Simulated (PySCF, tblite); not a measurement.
**C₄H₁₆N₂OSi₂: geometry, infrared bands and NMR shifts**

Wanted: the infrared bands and NMR shifts of C₄H₁₆N₂OSi₂ (`CC(C)O[Si@H](C)[SiH](N)N`), by calculation.

Computed with tblite 0.8.0 and PySCF 2.14.0, with density-fitted response routines of our own, on a single molecule in the gas phase. Atoms are numbered from 0 throughout.

## Step 1: The starting structure

25 atoms, charge 0, multiplicity 1; geometry from: force field or distance geometry start.

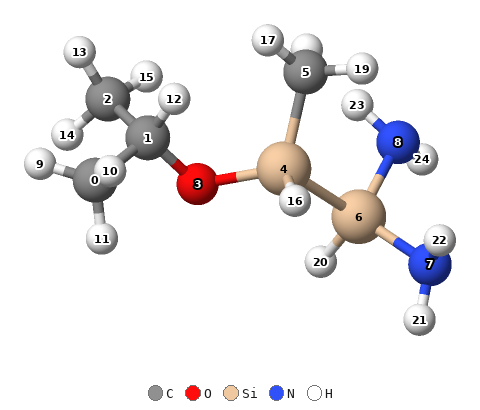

The starting geometry (carbon grey, oxygen red, silicon light orange, nitrogen blue, hydrogen white), atoms numbered; sticks join atoms by distance.

## Step 2: Geometry optimisation with GFN2-xTB

What the job is given:

```
{"job": {"kind": "relax", "xc": "GFN2-xTB", "basis": "xTB"}, "charge": 0, "multiplicity": 1}
C      2.915500     1.369000    -0.035300
C      1.975800     0.179500     0.067200
C      2.624200    -1.053000    -0.542800
O      0.800100     0.447600    -0.615700
Si    -0.581200     0.490300     0.393600
C     -0.578300    -0.849000     1.665700
Si    -2.390700     0.171300    -0.880400
N     -3.688800     1.315100    -0.439500
N     -2.978100    -1.499500    -0.527900
H      3.930700     1.078500    -0.253600
H      2.886000     1.898200     0.936600
H      2.535400     2.086400    -0.789800
H      1.789000     0.046600     1.168200
H      3.395200    -1.417600     0.177500
H      3.121500    -0.808300    -1.501800
H      1.879900    -1.865500    -0.634600
H     -0.642500     1.797300     1.105900
H      0.335400    -0.893700     2.273900
H     -0.704400    -1.812900     1.161600
H     -1.498600    -0.698000     2.283100
H     -2.068800     0.239900    -2.301100
H     -3.700800     2.165000    -1.052300
H     -3.593500     1.552300     0.578900
H     -2.134400    -2.091400    -0.426400
H     -3.639500    -1.823800    -1.244600
```

Launch:

```console
$ OMP_NUM_THREADS=1 python probes_run.py task.json out
```

One launch serves the whole session: the jobs run in the order shown.

The log of the run:

```text
step      E/eV     max force
  0    -819.77806    2.523
  1    -820.14069    1.050
  2    -820.27534    0.942
  3    -820.33009    0.763
  4    -820.37991    0.537
  5    -820.40729    0.556
  6    -820.44932    0.532
  7    -820.48351    0.506
  8    -820.51389    0.443
  9    -820.53804    0.300
 10    -820.55772    0.393
 11    -820.57367    0.371
 12    -820.58912    0.352
 13    -820.60121    0.215
 14    -820.60918    0.199
 15    -820.61580    0.192
 16    -820.62251    0.199
 17    -820.63006    0.208
 18    -820.63862    0.204
 19    -820.64715    0.197
 20    -820.65560    0.188
 21    -820.66486    0.248
 22    -820.67564    0.292
 23    -820.68738    0.297
 24    -820.69748    0.280
 25    -820.70475    0.166
 26    -820.71127    0.185
 27    -820.71960    0.248
 28    -820.72988    0.262
 29    -820.73928    0.205
 30    -820.74574    0.162
 31    -820.75013    0.162
 32    -820.75590    0.224
 33    -820.76302    0.211
 34    -820.77045    0.191
 35    -820.77713    0.170
 36    -820.78296    0.204
 37    -820.78885    0.211
 38    -820.79452    0.148
 39    -820.79850    0.155
 40    -820.80143    0.139
 41    -820.80414    0.159
 42    -820.80736    0.097
 43    -820.81032    0.125
 44    -820.81317    0.135
 45    -820.81666    0.200
 46    -820.82011    0.202
 47    -820.82324    0.137
 48    -820.82577    0.109
 49    -820.82808    0.120
 50    -820.83046    0.130
 51    -820.83302    0.149
 52    -820.83549    0.112
 53    -820.83749    0.080
 54    -820.83841    0.072
 55    -820.83976    0.085
 56    -820.84117    0.088
 57    -820.84273    0.091
 58    -820.84393    0.062
 59    -820.84480    0.068
 60    -820.84549    0.071
 61    -820.84610    0.095
 62    -820.84672    0.049
 63    -820.84735    0.045
 64    -820.84766    0.042
 65    -820.84802    0.036
 66    -820.84830    0.035
 67    -820.84856    0.027
 68    -820.84880    0.033
 69    -820.84908    0.036
 70    -820.84941    0.038
 71    -820.84973    0.034
 72    -820.85002    0.034
 73    -820.85029    0.033
 74    -820.85061    0.039
 75    -820.85093    0.040
 76    -820.85118    0.033
 77    -820.85137    0.037
 78    -820.85155    0.030
 79    -820.85173    0.037
 80    -820.85190    0.035
 81    -820.85203    0.024
 82    -820.85214    0.025
 83    -820.85226    0.037
 84    -820.85240    0.033
 85    -820.85253    0.024
 86    -820.85264    0.020
 87    -820.85275    0.033
 88    -820.85287    0.039
 89    -820.85297    0.025
 90    -820.85303    0.020
 91    -820.85310    0.018
 92    -820.85320    0.035
 93    -820.85335    0.041
 94    -820.85351    0.028
 95    -820.85364    0.025
 96    -820.85376    0.024
 97    -820.85388    0.034
 98    -820.85398    0.025
 99    -820.85407    0.026
100    -820.85416    0.029
101    -820.85429    0.042
102    -820.85443    0.045
103    -820.85456    0.028
104    -820.85465    0.020
105    -820.85474    0.021
106    -820.85488    0.040
107    -820.85509    0.045
108    -820.85532    0.030
109    -820.85552    0.029
110    -820.85570    0.038
111    -820.85589    0.052
112    -820.85608    0.043
113    -820.85621    0.021
114    -820.85630    0.019
115    -820.85639    0.032
116    -820.85653    0.044
117    -820.85670    0.041
118    -820.85684    0.023
119    -820.85692    0.019
120    -820.85698    0.020
121    -820.85704    0.021
122    -820.85713    0.022
123    -820.85723    0.016
124    -820.85729    0.018
125    -820.85734    0.015
126    -820.85739    0.014
127    -820.85743    0.015
128    -820.85749    0.015
129    -820.85753    0.015
130    -820.85757    0.013
131    -820.85761    0.013
132    -820.85766    0.016
133    -820.85771    0.020
134    -820.85776    0.016
135    -820.85780    0.014
136    -820.85785    0.015
137    -820.85792    0.025
138    -820.85798    0.027
139    -820.85804    0.017
140    -820.85808    0.014
141    -820.85810    0.010
```

Wall time 1.7 s (1 thread of Arm Neoverse V1, shared host); peak memory 0.19 GiB.

Step by step: (not every step is listed)

```
step  energy from step 0 (eV)  largest force (eV/Å)
   0                   0.0000                2.5227
   1                  -0.3626                1.0503
   2                  -0.4973                0.9417
   3                  -0.5520                0.7634
   4                  -0.6019                0.5374
   5                  -0.6292                0.5557
   6                  -0.6713                0.5318
   7                  -0.7055                0.5059
   8                  -0.7358                0.4432
  20                  -0.8775                0.1883
  32                  -0.9778                0.2235
  44                  -1.0351                0.1346
  56                  -1.0631                0.0883
  68                  -1.0707                0.0330
  80                  -1.0738                0.0354
  92                  -1.0751                0.0351
 104                  -1.0766                0.0195
 116                  -1.0785                0.0444
 128                  -1.0794                0.0146
 136                  -1.0798                0.0147
 137                  -1.0799                0.0252
 138                  -1.0799                0.0275
 139                  -1.0800                0.0175
 140                  -1.0800                0.0140
 141                  -1.0800                0.0099
```

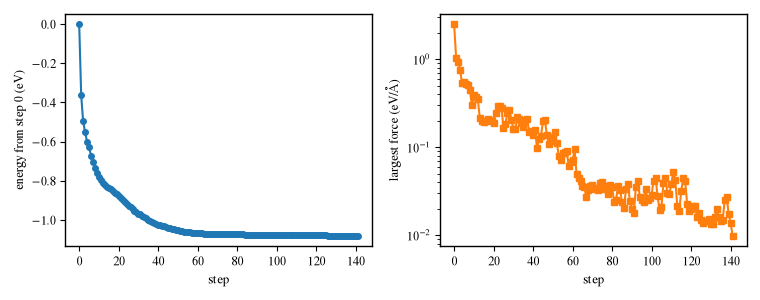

Energy and force, step by step.

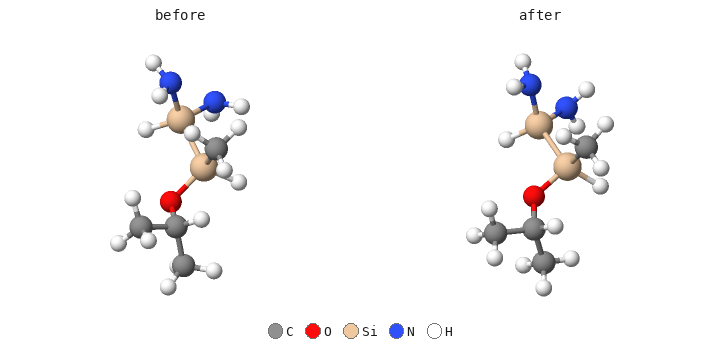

Before and after, at one scale.

Distances of close pairs at the start and the end, largest changes first:

```
   bond  before (Å)  after (Å)  change (Å)
 O3–Si4       1.711      1.627      -0.085
 Si6–N8       1.806      1.731      -0.075
 Si4–C5       1.847      1.914      +0.067
Si4–Si6       2.236      2.292      +0.056
 Si6–N7       1.785      1.734      -0.051
 N7–H22       1.050      1.007      -0.043
 N7–H21       1.048      1.007      -0.041
 C5–H19       1.118      1.085      -0.033
```

The end geometry stands in the next job.

## Step 3: Infrared spectrum with GFN2-xTB

What the job is given:

```
{"job": {"kind": "ir", "xc": "GFN2-xTB", "basis": "xTB"}, "charge": 0, "multiplicity": 1}
C      2.735350     1.407685    -0.101141
C      2.112487     0.029831     0.099186
C      2.818778    -1.033828    -0.736057
O      0.760411     0.066950    -0.280579
Si    -0.563514     0.345354     0.622461
C     -0.652030    -0.885093     2.085797
Si    -2.228824     0.218330    -0.947291
N     -3.527249     1.353529    -0.768085
N     -3.054991    -1.280814    -0.689815
H      3.784572     1.394830     0.181065
H      2.210489     2.138598     0.508315
H      2.648110     1.701208    -1.144336
H      2.183989    -0.242817     1.161236
H      3.866210    -1.101845    -0.454586
H      2.746579    -0.781033    -1.790849
H      2.345323    -1.999515    -0.578030
H     -0.445307     1.666433     1.298074
H      0.135337    -0.710334     2.816467
H     -0.550124    -1.911416     1.740263
H     -1.600446    -0.814418     2.608765
H     -1.822477     0.468040    -2.346870
H     -3.298209     2.332455    -0.819263
H     -4.158425     1.203487     0.002515
H     -2.519627    -2.131980    -0.740986
H     -3.937347    -1.409490    -1.159735
```

The log of the run:

```text
mode    cm-1     km/mol
  1     -13.3      0.08
  2       5.1      0.02
  3      51.0      0.32
  4      66.4      0.01
  5      93.9      0.20
  6     104.2      1.82
  7     130.8      2.81
  8     171.0      0.94
  9     180.8      0.07
 10     187.2     13.91
 11     208.0      1.22
 12     224.5     11.06
 13     237.3      3.12
 14     261.4      6.82
 15     270.1     12.63
 16     327.7      0.09
 17     407.9      4.54
 18     443.3      5.52
 19     472.3      0.32
 20     561.4    166.55
 21     586.2    315.94
 22     643.6    205.63
 23     651.3    198.79
 24     677.6     67.08
 25     698.7     21.90
 26     712.7     71.18
 27     760.9     63.22
 28     798.8    162.37
 29     802.1      6.56
 30     819.0     65.29
 31     823.8    116.01
 32     884.1    177.76
 33     902.9    178.36
 34     917.5     24.25
 35     937.4      0.89
 36     968.6      0.63
 37    1038.9    173.65
 38    1146.9     12.99
 39    1155.5    146.94
 40    1172.2     65.73
 41    1324.1     15.76
 42    1332.1     17.16
 43    1374.2     11.15
 44    1390.9     14.70
 45    1402.7      7.88
 46    1474.8      1.20
 47    1483.6      2.99
 48    1488.7      0.44
 49    1494.0      1.23
 50    1496.8      0.19
 51    1499.9      3.23
 52    1525.7     54.61
 53    1536.8     28.90
 54    2019.2    393.39
 55    2092.5    397.01
 56    2873.4     63.47
 57    3010.6     44.03
 58    3020.6     25.83
 59    3036.4      3.14
 60    3039.1      6.34
 61    3042.2     26.38
 62    3043.1     58.66
 63    3044.9     45.71
 64    3046.0     39.09
 65    3050.3     23.45
 66    3467.3      0.87
 67    3479.0      2.57
 68    3508.5      4.63
 69    3513.4      3.33
```

Wall time 1.5 s (1 thread of Arm Neoverse V1, shared host); peak memory 0.19 GiB.

The strongest bands and the atoms that carry them (share of the mass-weighted mode):

```
cm⁻¹  km/mol                                 atoms
 586   315.9           H21 38 %, H22 35 %, N7 21 %
 644   205.6                              H20 76 %
 651   198.8                    H16 59 %, H20 18 %
 884   177.8  Si6 32 %, N8 20 %, H24 15 %, N7 13 %
 903   178.4            Si6 41 %, N7 22 %, N8 18 %
1039   173.7                               O3 49 %
2019   393.4                              H16 97 %
2092   397.0                              H20 97 %
```

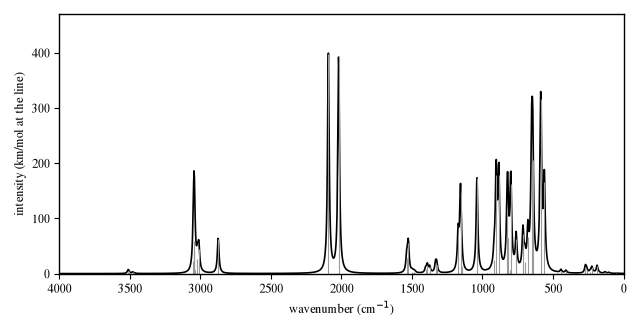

The infrared spectrum from these modes, unscaled. Lines are broadened to a width of 14 cm⁻¹ (Lorentzian).

## Step 4: NMR shieldings: PBE0/pcSseg-1

Same as in step 3 but for these lines:

```diff
@@ -1,2 +1,2 @@
-{"job": {"kind": "ir", "xc": "GFN2-xTB", "basis": "xTB"}, "charge": 0, "multiplicity": 1}
+{"job": {"kind": "nmr", "xc": "PBE0", "basis": "pcSseg-1"}, "charge": 0, "multiplicity": 1}
 C      2.735350     1.407685    -0.101141
```

Level: GIAO PBE0/pcSseg-1 NMR shielding, non-relativistic, gas phase.

The log of the run:

```text
coarse grid: 20728 points
cycle   1  E = -924.9208667443  dE =  7.954e-01  |g| = 9.318e-01  |ddm| = 4.302e+00
cycle   2  E = -924.7410914605  dE =  1.798e-01  |g| = 1.337e+00  |ddm| = 2.006e+00
cycle   3  E = -925.0947049238  dE = -3.536e-01  |g| = 1.537e-01  |ddm| = 1.385e+00
cycle   4  E = -925.0988891038  dE = -4.184e-03  |g| = 5.047e-02  |ddm| = 1.495e-01
cycle   5  E = -925.0994008893  dE = -5.118e-04  |g| = 1.366e-02  |ddm| = 5.508e-02
cycle   6  E = -925.0994388987  dE = -3.801e-05  |g| = 4.036e-03  |ddm| = 1.560e-02
cycle   7  E = -925.0994423745  dE = -3.476e-06  |g| = 4.958e-04  |ddm| = 3.533e-03
final grid: 187832 points
cycle   8  E = -925.1558728055  dE = -4.305e-05  |g| = 1.304e-02  |ddm| = 3.072e-02
cycle   9  E = -925.1558397321  dE =  3.307e-05  |g| = 1.844e-02  |ddm| = 2.327e-02
cycle  10  E = -925.1559079257  dE = -6.819e-05  |g| = 1.717e-03  |ddm| = 1.439e-02
cycle  11  E = -925.1559085407  dE = -6.149e-07  |g| = 2.850e-04  |ddm| = 1.879e-03
cycle  12  E = -925.1559085546  dE = -1.395e-08  |g| = 1.079e-04  |ddm| = 3.421e-04
cycle  13  E = -925.1559085570  dE = -2.358e-09  |g| = 3.141e-05  |ddm| = 1.155e-04
cycle  14  E = -925.1559085572  dE = -2.096e-10  |g| = 6.881e-06  |ddm| = 3.370e-05
converged SCF energy = -925.1559085572

GIAO shielding tensors (ppm)
atom      isotropic    diamagn.    paramagn.     s11        s22        s33       span
  0 C      161.997     248.800     -86.803    143.471    156.151    186.369     42.898
  1 C      118.422     239.698    -121.276     89.433    108.433    157.400     67.968
  2 C      158.759     248.222     -89.463    139.736    150.300    186.242     46.506
  3 O      279.627     405.841    -126.215    244.500    280.461    313.920     69.420
  4 Si     368.480     885.357    -516.877    310.536    363.740    431.164    120.628
  5 C      189.255     257.124     -67.869    176.286    191.396    200.084     23.798
  6 Si     368.774     880.207    -511.434    350.571    363.938    391.812     41.241
  7 N      254.819     319.176     -64.357    210.339    255.851    298.268     87.928
  8 N      256.424     317.655     -61.231    213.454    261.013    294.804     81.350
  9 H       30.852      29.247       1.604     26.604     28.300     37.652     11.048
 10 H       30.126      31.656      -1.530     25.456     29.535     35.388      9.932
 11 H       30.690      31.124      -0.434     28.098     28.684     35.288      7.190
 12 H       27.914      33.183      -5.268     24.007     29.116     30.620      6.613
 13 H       30.806      29.263       1.544     26.590     28.298     37.531     10.941
 14 H       30.482      31.070      -0.588     27.891     28.629     34.926      7.036
 15 H       30.388      31.752      -1.364     26.151     29.186     35.828      9.677
 16 H       26.442      33.509      -7.067     23.284     25.801     30.240      6.955
 17 H       30.867      32.958      -2.091     26.114     29.334     37.154     11.040
 18 H       31.718      34.406      -2.687     28.496     29.109     37.549      9.053
 19 H       31.791      31.886      -0.095     27.179     29.414     38.779     11.600
 20 H       26.108      31.712      -5.605     22.743     24.690     30.889      8.146
 21 H       32.122      31.896       0.226     24.692     28.089     43.586     18.894
 22 H       31.960      31.086       0.874     25.040     28.572     42.268     17.227
 23 H       31.830      33.874      -2.045     24.355     28.734     42.400     18.045
 24 H       31.417      28.549       2.868     23.631     27.602     43.017     19.386
```

Run time: 83 s. Hardware: 1 thread of Arm Neoverse V1, shared host; peak memory 1.1 GiB.

The references, computed at this level on geometries of the same kind, shield at (ppm): ¹H TMS 31.72, ¹³C TMS 186.9, ²⁹Si TMS 349.2, ¹⁵N NH3 267.7, ¹⁷O H2O 336.1. Their shielding less the atom's gives the shift. The references are single molecules in the gas phase, so shifts against H2O, NH3, PH3, H3PO4 or CFCl3 are not on the usual liquid scales and can be off by tens of ppm. Atoms listed in one row are averaged.

```
        atoms                               environment  σ (ppm)  δ (ppm)  δ scaled to CDCl3
           C1                        sp3 CH bonded to O    118.4     68.5               64.9
           C2                             methyl carbon    158.8     28.2               25.6
           C0                             methyl carbon    162.0     24.9               22.4
           C5                methyl carbon bonded to Si    189.3     -2.3               -4.2
          H20   hydrogen on a silicon bonded to 2 N, Si    26.11     5.61                  –
          H16  hydrogen on a silicon bonded to C, O, Si    26.44     5.28                  –
          H12         hydrogen on an sp3 CH bonded to O    27.91     3.80               3.69
 H9, H10, H11               hydrogen on a methyl carbon    30.56     1.16               1.20
H13, H14, H15               hydrogen on a methyl carbon    30.56     1.16               1.20
H17, H18, H19  hydrogen on a methyl carbon bonded to Si    31.46     0.26               0.35
     H23, H24       hydrogen on a nitrogen bonded to Si    31.62     0.09                  –
     H21, H22       hydrogen on a nitrogen bonded to Si    32.04    -0.32                  –
           O3                    oxygen bonded to C, Si    279.6     56.5                  –
          Si4             silicon bonded to C, O, Si, H    368.5    -19.3                  –
          Si6              silicon bonded to 2 N, Si, H    368.8    -19.6                  –
           N7                nitrogen bonded to Si, 2 H    254.8     12.9                  –
           N8                nitrogen bonded to Si, 2 H    256.4     11.3                  –
```

The scaled column applies a straight-line fit of computed shieldings to shifts measured in CDCl3 (root-mean-square error 0.16 ppm for H, 1.9 ppm for C).

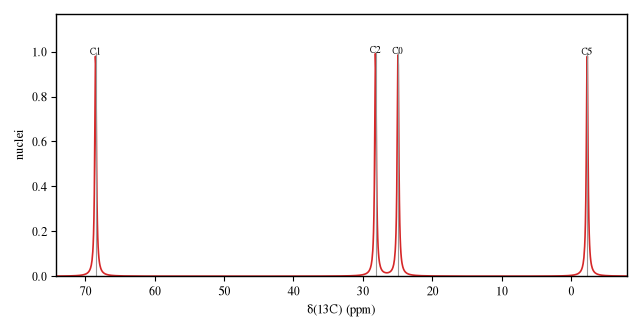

¹³C lines at the computed shifts, without couplings. Lines are broadened to a width of 0.28 ppm (Lorentzian).

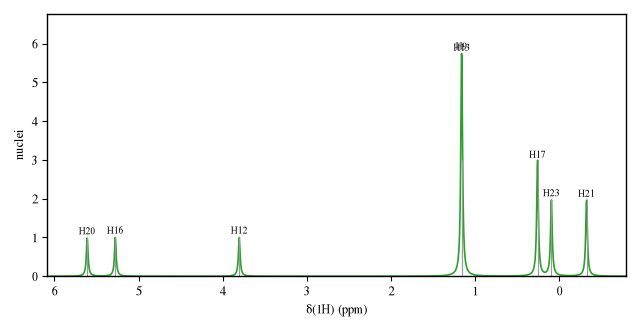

¹H lines at the computed shifts, without couplings. Lines are broadened to a width of 0.02 ppm (Lorentzian).

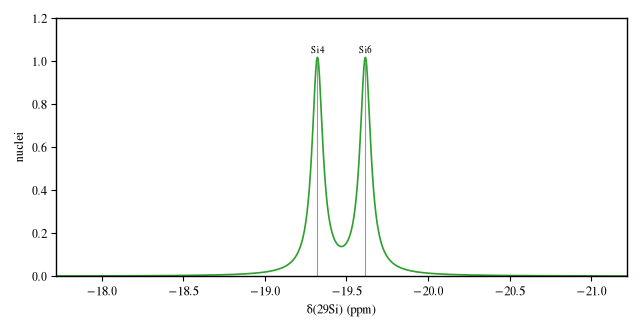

²⁹Si lines at the computed shifts, without couplings. Lines are broadened to a width of 0.08 ppm (Lorentzian).

The run also stored atomic charges by several schemes (e):

```
atoms  Mulliken    IAO  Hirshfeld  ESP fit
   C0     -0.23  -0.43      -0.13    -0.69
   C1     -0.04   0.12       0.06     0.75
   C2     -0.21  -0.42      -0.13    -0.67
   O3     -0.64  -0.65      -0.22    -0.64
  Si4      0.65   0.80       0.32     0.66
   C5     -0.64  -0.73      -0.22    -0.66
  Si6      0.71   0.90       0.33     0.68
   N7     -0.64  -0.85      -0.33    -0.94
   N8     -0.64  -0.85      -0.32    -1.04
```

IAO charges:

C0 -0.43; C1 0.12; C2 -0.42; O3 -0.65; Si4 0.80; C5 -0.73; Si6 0.90; N7 -0.85; N8 -0.85; H9 0.14; H10 0.14; H11 0.14; H12 0.11; H13 0.14; H14 0.14; H15 0.14; H16 -0.17; H17 0.15; H18 0.15; H19 0.16; H20 -0.16; H21 0.26; H22 0.25; H23 0.26; H24 0.26

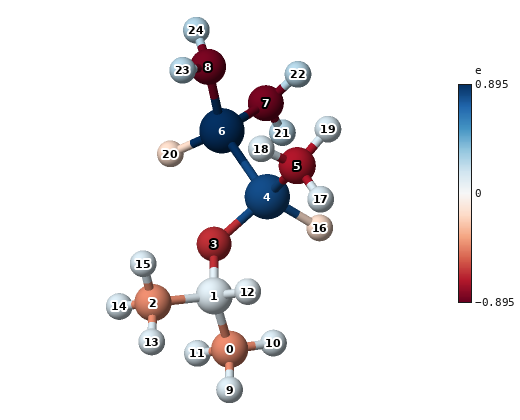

IAO charges, as colours on the atoms.

Mayer bond orders: C0–C1 1.04, C1–C2 1.04, C1–O3 0.85, O3–Si4 0.93, Si4–C5 0.92, Si4–Si6 0.88, Si6–N7 0.97, Si6–N8 1.02.

The fields below are evaluated on a grid from the run's orbitals.

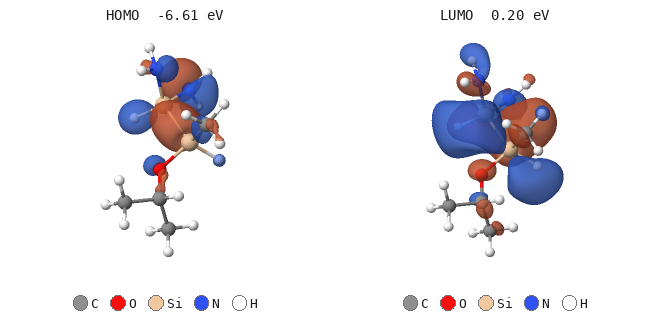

Frontier orbitals at PBE0/pcSseg-1; each surface holds 70 % of the orbital's density, blue and red mark the sign.

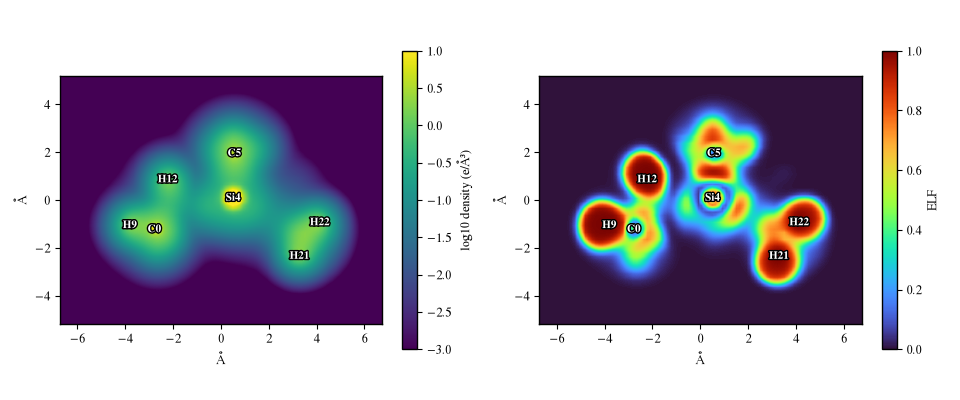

Density (left) and ELF (right) in a plane through or near 7 of the atoms.

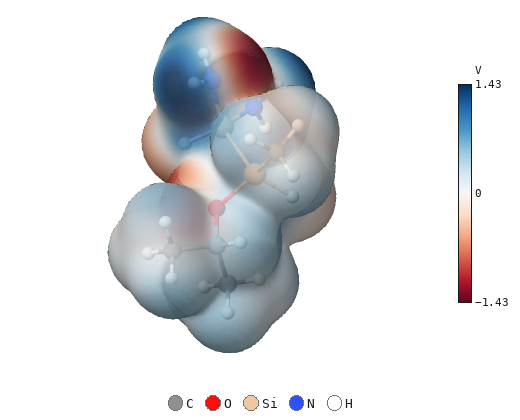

Electrostatic potential on the surface of density 0.002 e/bohr³; red is low, blue high. It runs from -1.43 V near N7 to 1.30 V near H23.

## Step 5: Results

| quantity | value |
| --- | --- |
| strongest single infrared mode (GFN2-xTB) | 2092 cm⁻¹, 397 km/mol |
| zero-point energy (GFN2-xTB) | 126.7 kcal/mol |
| ¹³C shifts against TMS (PBE0/pcSseg-1) | 68.5, 28.2, 24.9, -2.3 ppm |
| ¹H shifts against TMS (PBE0/pcSseg-1, means over atoms taken as alike) | 5.61, 5.28, 3.80, 1.16, 1.16, 0.26, 0.09, -0.32 ppm |
| ¹⁷O shifts against H2O (PBE0/pcSseg-1) | 56.5 ppm |
| ²⁹Si shifts against TMS (PBE0/pcSseg-1) | -19.3, -19.6 ppm |
| ¹⁵N shifts against NH3 (PBE0/pcSseg-1) | 12.9, 11.3 ppm |
| surface potential, least and greatest | -1.43 V and 1.30 V |

**Reading.** Relaxing lowered the energy by 1.080 eV in 141 steps; the close pair that moved most is O3–Si4, from 1.711 to 1.627 Å. The lowest mode is slightly imaginary (13i cm⁻¹), a soft motion within the noise of the Hessian, so the minimum is not strictly shown. The strongest single mode, at 2092 cm⁻¹, moves mainly H20. GFN2-xTB is a fitted tight-binding method: band positions and strengths are rough. Its intensities can rank the bands wrongly. The most deshielded carbon is C1 (sp3 CH bonded to O), at 68.5 ppm: pulled downfield by the heteroatom. At PBE0/pcSseg-1: The widest tensor belongs to Si4: span 121 ppm, with a paramagnetic part of -517 ppm.
